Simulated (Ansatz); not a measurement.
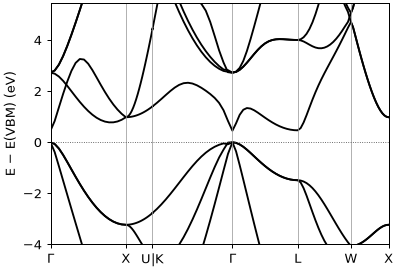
Figure: Band structure from the program Ansatz at the r²SCAN+D4 level (PAW)

### Question
Read off the gap and where the band edges lie.

### Answer
About 0.5 eV (0.46 eV by a search for the band edges); maximum at Γ, minimum at Γ.

The material is Ge (diamond, space group No. 227).

Space group Fd-3m (diamond). The r²SCAN+D4 relaxation kept the symmetry of its start. Spin–orbit coupling is left out wherever it is not named.

Potentials: the later of the program's two PAW sets.
